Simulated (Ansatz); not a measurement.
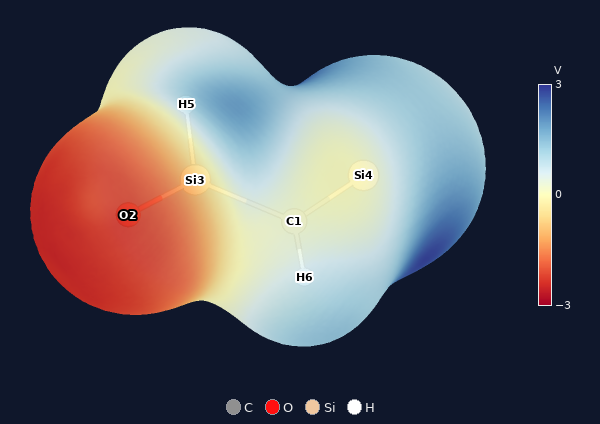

Figure 1: CH₂OSi₂ (SMILES O=[SiH]C=[Si]). The electrostatic potential painted on the density surface at 0.002 e/bohr³, seen at a tilt; the colour scale runs from red (negative) to blue (positive).

Geometry: B3LYP/6-31G*.

These are results of isolated molecule in a Gaussian basis; Kohn-Sham density functional theory, functional PBE0 (Ansatz 0.2.0), not measurements.

```tsv
atom	x (Å)	y (Å)	z (Å)
C	1.5335	-0.1463	-1.1928
O	-0.1805	-1.7763	0.6732
Si	-0.0163	-0.6705	-0.3809
Si	1.5644	1.1156	-2.3629
H	-1.1689	0.1338	-0.8775
H	2.4143	-0.7060	-0.8636
```

Q: Describe the electrostatic potential map.

A: The most negative region (about −2.5 V) lies over O2, the most positive (about +2.8 V) over Si4. O2 is the likeliest acceptor of a hydrogen bond.

Q: What dipole moment does the calculation give?

A: Its dipole moment is 6.00 D.
